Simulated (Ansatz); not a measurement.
What Ga vacancy, symmetric start does to GaSb

The reference is a 16-atom supercell of GaSb in the zinc blende structure (space group F-43m, No. 216; a = 6.214 Å) at its relaxed geometry.

One thing is altered: a neutral Ga vacancy, symmetric start, atoms relaxed at fixed cell.

All numbers come from DFT with PBE, PAW potentials and a 420 eV plane-wave cutoff in Ansatz (a quantum-chemistry and plane-wave program), no spin-orbit coupling. Settings: 5×5×5 k-points, 0.05 eV Fermi–Dirac smearing.

```yaml
energy_gained_by_relaxation: 0.11 eV
largest_displacement_of_a_host_atom_from_its_site_in_the_perfect_cell: 0.16 Å
mean_distance_from_the_defect_site_to_its_nearest_host_atoms: 2.53 Å (base 2.69 Å)
```

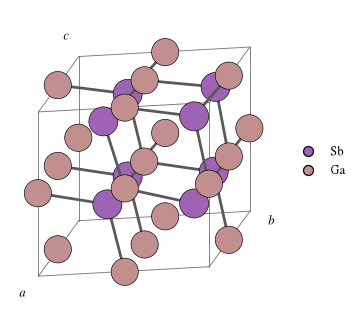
Figure: The relaxed cell after the change

The cell is small, so the values are those of an ordered compound at a high defect concentration; dilute-limit values will differ. The defect started on the symmetric site and kept its symmetry, so it may sit on a saddle. The final runs are not spin-polarised. The defect cell is not spin-polarised.
